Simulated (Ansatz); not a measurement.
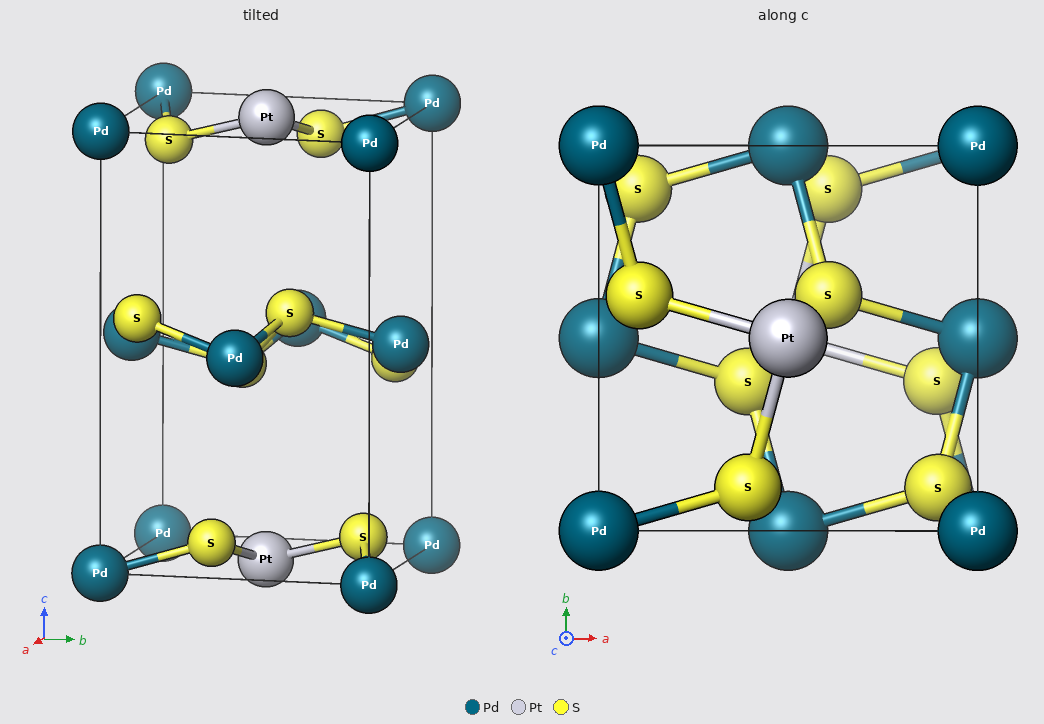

Structure drawing (ball-and-stick), viewed slightly off an axis and along the c axis. The frame is the conventional unit cell; atoms at its boundary are shown with their periodic copies.

Pd$_{3}$PtS$_{8}$, space group P-1 (No. 2), a = 5.486 Å, b = 5.577 Å, c = 9.014 Å, α = 90.51°, β = 90.43°, γ = 90.03°. The cell started as a structure type filled with these elements by a generator (whether the compound takes this form wasn't checked). Earlier steps of the study, as a rule a relaxation of our own, may have changed the cell and positions, so they can lie some per cent off the listed ones. It was run through Ansatz as a DFT input.

This one geometry was computed with Ansatz (DFT, plane waves, PAW) at three levels of theory: r2SCAN, PBE and LDA.

**Which level gives the highest pressure at this volume, and what does that say about its equilibrium volume?**

Highest: PBE (0.0 GPa), which points to the largest equilibrium volume. Lowest, with the smallest volume: LDA (-5.5 GPa). Levels within 0.5 GPa of each other can't be told apart.

**How does the band gap change with the level of theory?**

LDA: a gap of 0.77 eV, indirect; PBE: a gap of 0.84 eV, indirect; r2SCAN: a gap of 0.99 eV, indirect.

**Collect the results in a table.**

| level | cutoff (eV) | k-mesh of the run's cell | gap (eV) | pressure (GPa) |
| --- | --- | --- | --- | --- |
| r2SCAN | 500 | 6×6×4 | 0.99 | -1.8 |
| PBE | 420 | 6×6×4 | 0.84 | 0.0 |
| LDA | 420 | 6×6×4 | 0.77 | -5.5 |

Gaps are taken on the k-mesh or band path of each run.
